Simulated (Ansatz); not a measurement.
# Gallium, omega (AlB2-type) under BLYP: from relaxation to bulk modulus

Aim: take gallium in the omega (AlB2-type) structure, relax it, solve it on a dense k-mesh, then scale the cell to 7 volumes from 88 to 112 % of the relaxed one and try a fit of the equation of state. Spin polarisation is left out. The k-meshes are 8×8×11 for the relaxation; 10×10×13 for the dense run; 9×9×11 for the volumes.

Method: DFT BLYP, plane waves (420 eV) with PAW, scalar-relativistic; PBE-made PAW files, in Ansatz 0.2.0.

## Step 1: The system as given

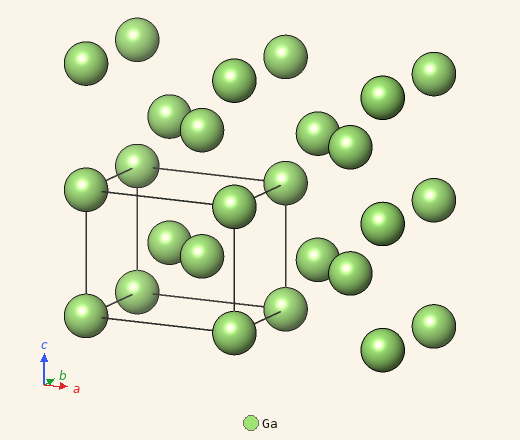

Start, viewed slightly off an axis; gallium green. 2×1×2 cells are drawn. Any atoms on the faces are drawn again on the opposite ones.

Coordinates:

```cif
data_structure
_symmetry_space_group_name_H-M 'P6/mmm'
_symmetry_Int_Tables_number 191
_cell_length_a 4.8020
_cell_length_b 4.8020
_cell_length_c 2.9436
_cell_angle_alpha 90.000
_cell_angle_beta 90.000
_cell_angle_gamma 120.000
_cell_volume 58.78
loop_
_atom_site_label
_atom_site_type_symbol
_atom_site_symmetry_multiplicity
_atom_site_Wyckoff_symbol
_atom_site_fract_x
_atom_site_fract_y
_atom_site_fract_z
_atom_site_occupancy
Ga1 Ga 1 a 0.00000 0.00000 0.00000 1
Ga2 Ga 2 d 0.33333 0.66667 0.50000 1
```

## Step 2: Geometry optimisation

Input file input.yaml:

```yaml
crystal:
  lattice:
    - [4.8020307411, 0.0, 0.0]
    - [-2.4010153706, 4.1586806116, 0.0]
    - [0.0, 0.0, 2.9436448443]
  atoms:
    - { symbol: Ga, position: [0.0, 0.0, 0.0] }
    - { symbol: Ga, position: [0.3333333333, 0.6666666667, 0.5] }
    - { symbol: Ga, position: [0.6666666667, 0.3333333333, 0.5] }
hamiltonian:
  xc: blyp
  pseudopotentials:
    kind: paw
    azcp:
      Ga: "pseudopotentials/Ga.paw.azcp"
basis:
  ecutwfc: 420
  fft_grid_basis: typed
kpoints:
  mp_grid: { grid: [8, 8, 11], shift: [0, 0, 0] }
magnetization:
  spin_polarized: false
scf:
  occupations: { method: fermi_dirac, width: 0.1 }
relax:
  max_steps: 60
  f_tol: 0.01
  cell: {}
output:
  write_density: true
  write_potential: true
  elf: true
  volumetric_format: npy
```

What it wrote (excerpt; [...] marks lines left out):

```text
Warning: RAYON_NUM_THREADS=2 ignored (pool sized by the plan → 2); use --threads N
[...]
Pseudopotentials: kind: paw
Pseudopotential: Ga, paw, valence charge 13, recommended cutoff 420 eV (normal), <dir>
Functional definition: BLYP
[...]
Crystal: 3 atoms, lattice volume = 58.785 Å³
Basis set: ecut = 420 eV, 1137 PW (Γ), exchange–correlation on 72×72×40 points (8 copies of the dense FFT grid, shifted against one another)
Bands: 24, of which v1, the nominal top of the filled ones, is band 20 counted from 1 (19 counted from 0)
Symmetry: 24 space group operations
Space group: P6/mmm (ITA 191), of the structure as read, at distance tolerance 3.9e-5 Å
k-points: 60 of 704
[...]
SCF iter   1: F=—  HF=-11378.215070 eV  |F-HF|=—  |Δ(HF+E_count)|=         —  Δρ=8.52e-3  dr2=2.46e-2  ethr=1.77e-3  ⟨swp⟩=5.1  Hψ=5528  notcnv=0
[...]
relax step   1: F+E_penalty+E_count = -11378.21038191 eV  Δ(F+E_penalty+E_count) = +0.000e0 eV  max|allowed force component| = 7.710e-18 eV/Å  Δτ_max = 0.0000 Å  P = +4.648 GPa  Ω = 58.785 Å³  (7 SCF iters, dr2 threshold 1.00e-7 eV, accepted)
[...]
relax step   4: F+E_penalty+E_count = -11378.30880198 eV  Δ(F+E_penalty+E_count) = -2.453e-4 eV  max|allowed force component| = 5.551e-17 eV/Å  Δτ_max = 0.0000 Å  P = -0.019 GPa  Ω = 66.477 Å³  energy of the carried Pulay correction = -1.409e-3 eV  (4 SCF iters, dr2 threshold 1.50e-7 eV, accepted)
[...]
relax step  12: F+E_penalty+E_count = -11378.31663549 eV  Δ(F+E_penalty+E_count) = -3.191e-5 eV  max|allowed force component| = 3.547e-17 eV/Å  Δτ_max = 0.0000 Å  P = +0.020 GPa  Ω = 66.799 Å³  stress off target by 2.05e-2 GPa  SCF on the basis re-selected at this cell (its energy is not [...]
SCF converged after 6 iterations
Free energy (F): -11378.316635 eV
[...]
E sigma→0 (E₀):  -11378.289304 eV
Entropy (-TS):   -0.054663 eV (-18.221 meV/atom)
Fermi energy:    8.147946 eV
[...]
--- Forces (eV/Å), atoms counted from 1 ---
  atom   1  Ga    -0.00000000     0.00000000     0.00000000
  atom   2  Ga    -0.00000000    -0.00000000     0.00000000
  atom   3  Ga     0.00000000     0.00000000    -0.00000000
[...]
--- Stress (GPa, compression-positive) ---
        0.019048      -0.000000       0.000000
       -0.000000       0.019048       0.000000
        0.000000       0.000000       0.020482
  P = ⅓ Tr σ = 0.0195 GPa (0.195 kbar)
--- Band table (eV; the first three rows and the last of 60) ---
[... band rows left out ...]
[...]
--- Relaxed structure (10 steps of the walk, 9 accepted, 2 SCFs on fresh bases) ---
  F+E_penalty+E_count = -11378.31663549 eV   max|allowed force component| = 3.547e-17 eV/Å   (the final SCF, on the basis selected at the relaxed cell)
  cell:  # Å, volume = 66.7986 Å³
    - [4.852479699884643, 2.917075385175492e-11, 0.0]
    - [-2.426239849967584, 4.202370691433804, 0.0]
    - [0.0, 0.0, 3.275738934810154]
  atoms:
    - { symbol: Ga, position: [-3.4205230904210156e-34, -2.9587635047728593e-35, 0.0] }
    - { symbol: Ga, position: [0.3333333333333333, 0.6666666666666666, 0.5000000000000001] }
    - { symbol: Ga, position: [0.6666666666666667, 0.33333333333333337, 0.5000000000000001] }
```

Run time: 26 s. Hardware: 2 threads of Arm Neoverse V2, shared host; peak memory 0.38 GiB.

The steps of the relaxation:

| step | energy change (meV/atom) | largest force (eV/Å) | pressure (GPa) | volume (Å³/atom) | accepted |
| --- | --- | --- | --- | --- | --- |
| 1 | 0.00 | 0.0000 | 4.65 | 19.595 | yes |
| 2 | -31.53 | 0.0000 | 0.76 | 21.603 | yes |
| 3 | -32.72 | 0.0000 | 0.13 | 22.051 | yes |
| 4 | -32.81 | 0.0000 | -0.02 | 22.159 | yes |
| 5 | -32.97 | 0.0000 | -0.18 | 22.282 | yes |
| 6 | -34.05 | 0.0000 | -0.02 | 22.171 | yes |
| 7 | -33.36 | 0.0000 | -0.33 | 22.471 | no |
| 8 | -34.45 | 0.0000 | 0.01 | 22.178 | yes |
| 9 | -35.26 | 0.0000 | 0.07 | 22.178 | yes |
| 10 | -35.37 | 0.0000 | 0.02 | 22.240 | yes |
| 11 | -35.41 | 0.0000 | 0.02 | 22.266 | yes |
| 12 | -35.42 | 0.0000 | 0.02 | 22.266 | yes |

Steps that repeat a cell are solved on a basis chosen anew, so their changes of energy are no gain of the relaxation.

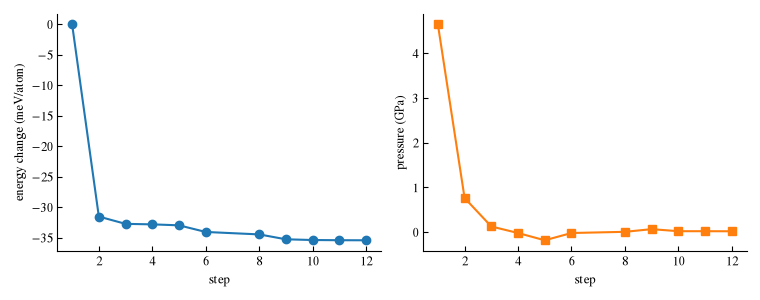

Energy and pressure over the accepted steps.

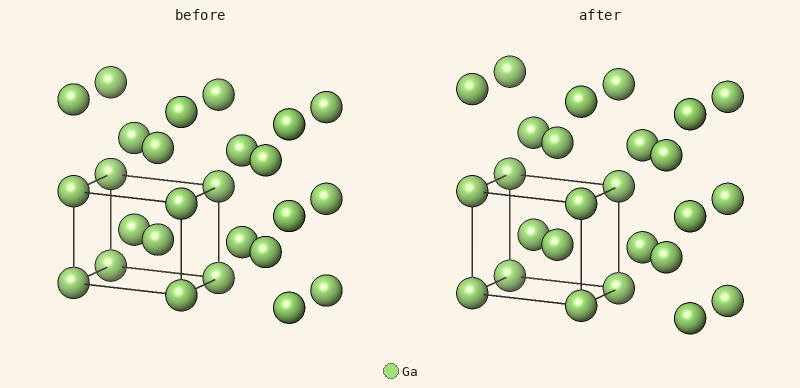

Before and after, at one scale. The cells drawn are those of the first picture.

The cell of the run, before and after:

|  | before | after | change |
| --- | --- | --- | --- |
| a (Å) | 4.802 | 4.852 | +1.1 % |
| b (Å) | 4.802 | 4.852 | +1.1 % |
| c (Å) | 2.944 | 3.276 | +11.3 % |
| volume (Å³/atom) | 19.595 | 22.266 | +13.6 % |
| shortest distance (Å) | 2.772 | 2.802 | +1.1 % |
| space group (spins left aside) | P6/mmm | P6/mmm | same |

## Step 3: The energy on a finer k-mesh

Input file input.yaml:

```yaml
crystal:
  lattice:
    - [4.8524796999, 0.0, 0.0]
    - [-2.42623985, 4.2023706914, 0.0]
    - [0.0, 0.0, 3.2757389348]
  atoms:
    - { symbol: Ga, position: [1.0, 1.0, 0.0] }
    - { symbol: Ga, position: [0.3333333333, 0.6666666667, 0.5] }
    - { symbol: Ga, position: [0.6666666667, 0.3333333333, 0.5] }
hamiltonian:
  xc: blyp
  pseudopotentials:
    kind: paw
    azcp:
      Ga: "pseudopotentials/Ga.paw.azcp"
basis:
  ecutwfc: 420
  fft_grid_basis: typed
kpoints:
  mp_grid: { grid: [10, 10, 13], shift: [0, 0, 0] }
magnetization:
  spin_polarized: false
scf:
  occupations: { method: fermi_dirac, width: 0.1 }
```

What it wrote (excerpt; [...] marks lines left out):

```text
Warning: RAYON_NUM_THREADS=2 ignored (pool sized by the plan → 2); use --threads N
[...]
Pseudopotentials: kind: paw
Pseudopotential: Ga, paw, valence charge 13, recommended cutoff 420 eV (normal), <dir>
Functional definition: BLYP
[...]
Crystal: 3 atoms, lattice volume = 66.799 Å³
Basis set: ecut = 420 eV, 1289 PW (Γ), exchange–correlation on 72×72×48 points (8 copies of the dense FFT grid, shifted against one another)
Bands: 24, of which v1, the nominal top of the filled ones, is band 20 counted from 1 (19 counted from 0)
Symmetry: 24 space group operations
Space group: P6/mmm (ITA 191), of the structure as read, at distance tolerance 4.1e-5 Å
k-points: 98 of 1300
[...]
SCF iter   1: F=—  HF=-11378.327671 eV  |F-HF|=—  |Δ(HF+E_count)|=         —  Δρ=7.97e-3  dr2=2.74e-2  ethr=1.77e-3  ⟨swp⟩=5.2  Hψ=8850  notcnv=0
[...]
SCF iter   8: F=-11378.322094 eV  HF=-11378.322094 eV  |F-HF|=3.53e-8  |Δ(HF+E_count)|=   5.62e-7  Δρ=7.19e-6  dr2=5.31e-8  ethr=2.56e-10  ⟨swp⟩=1.4  Hψ=7300  notcnv=0
[...]
SCF converged after 8 iterations
Free energy (F): -11378.322094 eV
[...]
E sigma→0 (E₀):  -11378.300102 eV
Entropy (-TS):   -0.043985 eV (-14.662 meV/atom)
Fermi energy:    8.107465 eV
[...]
```

Wall time 3.2 s (2 threads of Arm Neoverse V2, shared host); peak memory 0.39 GiB.

## Step 4: Equation of state: 88 %

Input file input.yaml:

```yaml
crystal:
  lattice:
    - [4.650053518, 0.0, 0.0]
    - [-2.325026759, 4.0270644755, 0.0]
    - [0.0, 0.0, 3.1390881158]
  atoms:
    - { symbol: Ga, position: [1.0, 1.0, 0.0] }
    - { symbol: Ga, position: [0.3333333333, 0.6666666667, 0.5] }
    - { symbol: Ga, position: [0.6666666667, 0.3333333333, 0.5] }
hamiltonian:
  xc: blyp
  pseudopotentials:
    kind: paw
    azcp:
      Ga: "pseudopotentials/Ga.paw.azcp"
basis:
  ecutwfc: 420
  fft_grid_basis: typed
kpoints:
  mp_grid: { grid: [9, 9, 11], shift: [0, 0, 0] }
magnetization:
  spin_polarized: false
scf:
  occupations: { method: fermi_dirac, width: 0.1 }
  lower_state_search: "off"
output:
  stress: true
  write_density: true
  write_potential: true
  elf: true
  volumetric_format: npy
```

What it wrote (excerpt; [...] marks lines left out):

```text
Warning: RAYON_NUM_THREADS=2 ignored (pool sized by the plan → 2); use --threads N
[...]
Pseudopotentials: kind: paw
Pseudopotential: Ga, paw, valence charge 13, recommended cutoff 420 eV (normal), <dir>
Functional definition: BLYP
[...]
Crystal: 3 atoms, lattice volume = 58.783 Å³
Basis set: ecut = 420 eV, 1145 PW (Γ), exchange–correlation on 64×64×48 points (8 copies of the dense FFT grid, shifted against one another)
Bands: 24, of which v1, the nominal top of the filled ones, is band 20 counted from 1 (19 counted from 0)
Symmetry: 24 space group operations
Space group: P6/mmm (ITA 191), of the structure as read, at distance tolerance 3.9e-5 Å
k-points: 72 of 891
[...]
SCF iter   1: F=—  HF=-11378.205287 eV  |F-HF|=—  |Δ(HF+E_count)|=         —  Δρ=8.40e-3  dr2=2.57e-2  ethr=1.77e-3  ⟨swp⟩=5.1  Hψ=6672  notcnv=0
[...]
SCF iter   8: F=-11378.199789 eV  HF=-11378.199789 eV  |F-HF|=2.14e-8  |Δ(HF+E_count)|=   3.04e-7  Δρ=6.74e-6  dr2=3.49e-8  ethr=2.56e-10  ⟨swp⟩=8.7  Hψ=13056  notcnv=0
[...]
SCF converged after 8 iterations
Free energy (F): -11378.199789 eV
[...]
E sigma→0 (E₀):  -11378.176977 eV
Entropy (-TS):   -0.045624 eV (-15.208 meV/atom)
Fermi energy:    9.696165 eV
[...]
--- Stress (GPa, compression-positive) ---
        5.719908       0.000000       0.000000
        0.000000       5.719908       0.000000
        0.000000       0.000000       3.914909
  P = ⅓ Tr σ = 5.1182 GPa (51.182 kbar)
--- Band table (eV; the first three rows and the last of 72) ---
  k-point 0: bands = ["-5.5196", "-5.3636", "-5.3636", "-5.3266", "-5.3256", "-5.3256", "-5.3005", "-5.2997", "-5.2997", "-5.2806", "-5.2806", "-5.2614", "-5.2614", "-5.1543", "-5.1543", "-1.1209", "7.0807", "7.5278", "8.8363", "8.8363", "9.0984", "9.0984", "13.3241", "17.2157"]
[...]
```

It took 3.6 s on 2 threads of Arm Neoverse V2, shared host; peak memory 0.37 GiB.

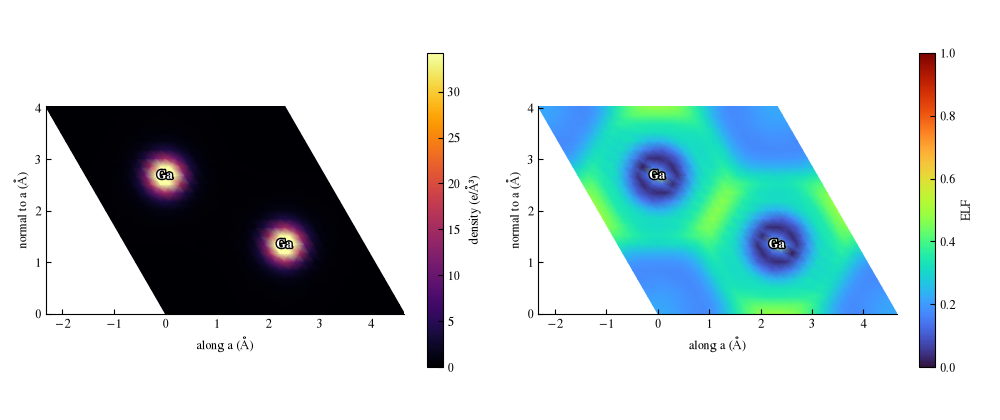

Density (left) and ELF (right) in a lattice plane of the grid's cell (edges 4.65 and 4.65 Å, at 0.500 of the third edge), which holds Ga. Only atoms in the plane are labelled; the density scale stops at 34.22 e/Å³. Both are smooth fields of the valence electrons: close to the nuclei they are not physical.

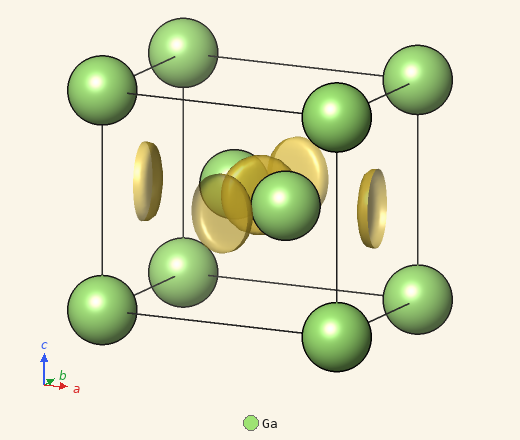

Surface of ELF = 0.42, drawn in one cell.

Outside the cores ELF peaks at 0.48 on the Ga–Ga line, 1.3 Å from Ga.

(Part 1 of 2 ends here.)
